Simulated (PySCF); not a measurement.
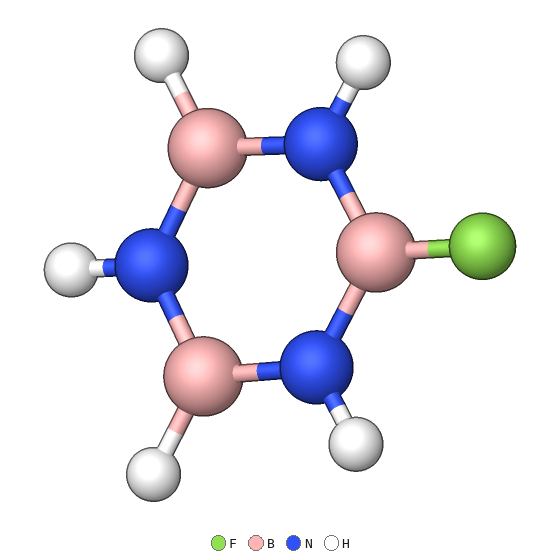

The picture shows a molecular structure as a ball-and-stick model.

Computed geometry: PBE0-D3(BJ)/def2-SVP optimisation. No frequency run is at hand to confirm it as a minimum.

Description:

It has 12 atoms: 3 boron, 1 fluorine, 5 hydrogen and 3 nitrogen (B₃FH₅N₃). As SMILES it reads `FB1NBNBN1`. Independent rings (smallest set): 1 of 6 members. Among its groups: B–H bond. The point group is C2v. All atoms lie on one plane. Coordination: 3 B trigonal planar; 3 N trigonal planar.

More results for the same structure follow; atom numbers are the same in all pictures, views and colours differ.

**Geometry**

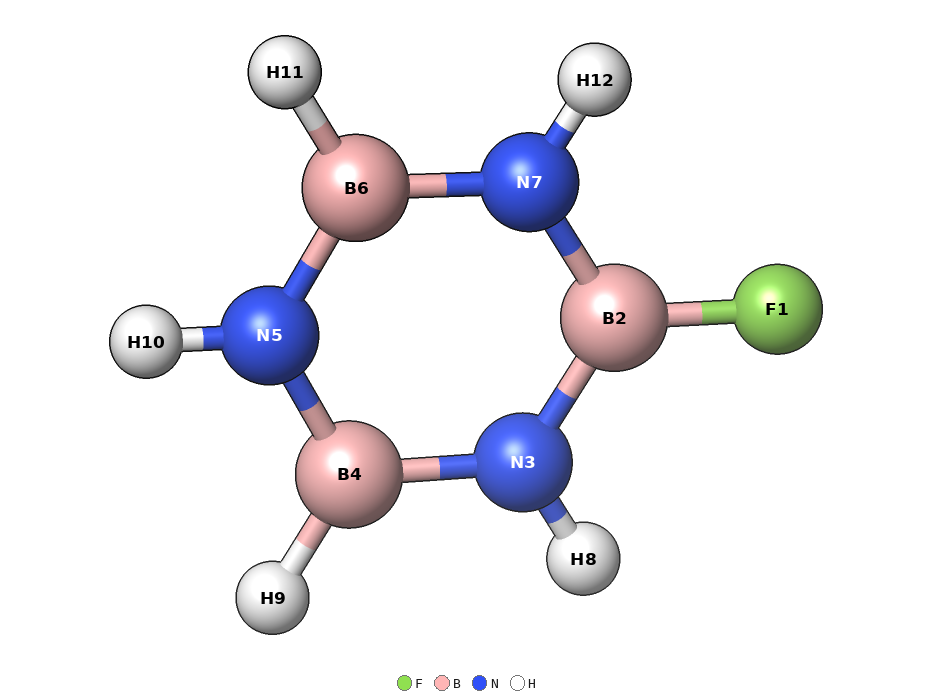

Atoms carry their numbers in the input. No frequency run is at hand to confirm it as a minimum.

Which atoms are bonded, and how long are the bonds?

```csv
bond,length (Å),order
F1–B2,1.341,single
B2–N3,1.424,single
B2–N7,1.424,single
N3–B4,1.426,single
N3–H8,1.012,single
B4–N5,1.428,single
B4–H9,1.209,single
N5–B6,1.428,single
N5–H10,1.011,single
B6–N7,1.426,single
B6–H11,1.209,single
N7–H12,1.012,single
```

**Dipole moment**

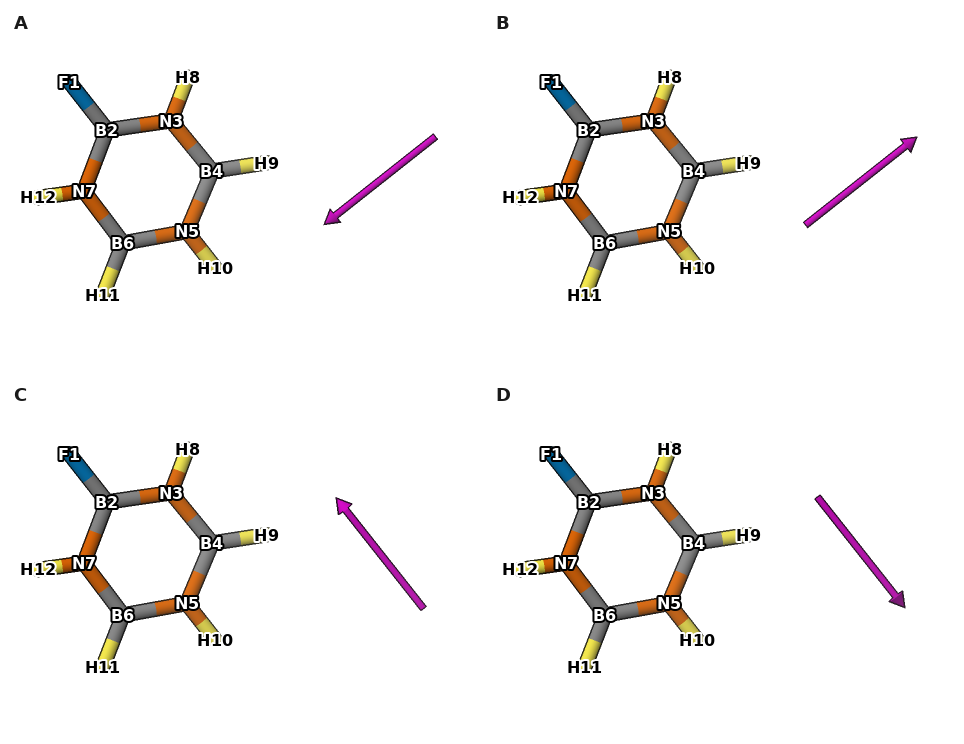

The same molecule four times, each with an arrow. No frequency run is at hand to confirm it as a minimum. Properties computed with PBE0/aug-cc-pVDZ, gas phase (PySCF 2.14.0).

Which arrow points along the dipole moment, from the negative to the positive end?

D. The dipole moment is 0.90 D; it points from the side of F1 to the side of H10 (the outermost atoms at the two ends).

**Excitation**

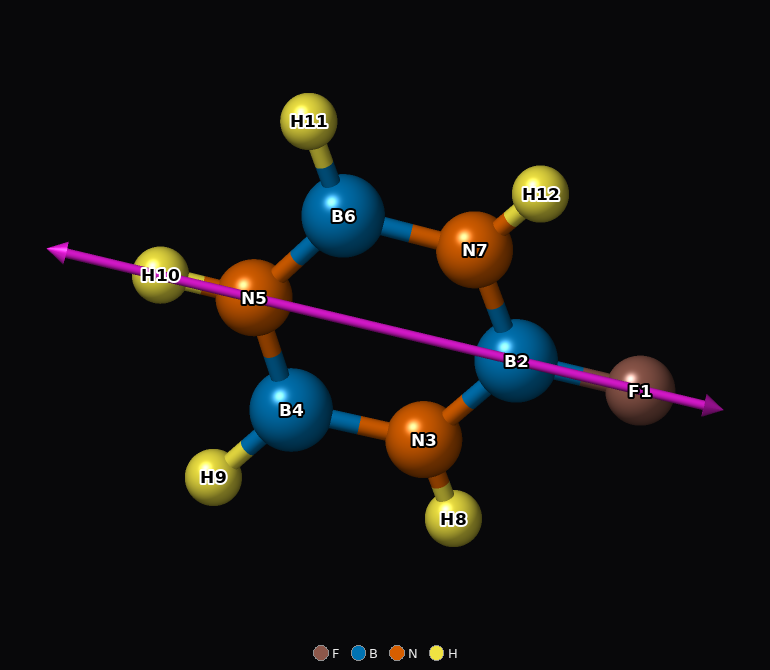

The double arrow shows the direction of the transition dipole to excited singlet state 5 (its length means nothing). No frequency run is at hand to confirm it as a minimum. Method: TDDFT PBE0/6-31+G*, vertical, gas phase, core orbitals frozen in the response (PySCF 2.14.0).

How is the transition polarised?

In the molecular plane, nearly parallel to the F1–B2 bond.

Give its energy, strength and character.

7.63 eV (163 nm), oscillator strength 0.055, mainly HOMO−1 → LUMO+1 (weight 0.80); transition dipole 1.38 D.

**Core levels**

No frequency run is at hand to confirm it as a minimum. Properties computed with delta-SCF UKS SCAN, pcX-2 on the ionised atom, pcseg-1 elsewhere, non-relativistic (PySCF 2.14.0).

Give the core-electron binding energies (to vacuum) of F1 1s, B2 1s, N3 1s, B4 1s, N5 1s.

| atom | level | binding energy (eV) |
| --- | --- | --- |
| F1 | 1s | 692.0 |
| B2 | 1s | 197.6 |
| N3 | 1s | 404.7 |
| B4 | 1s | 196.0 |
| N5 | 1s | 404.6 |
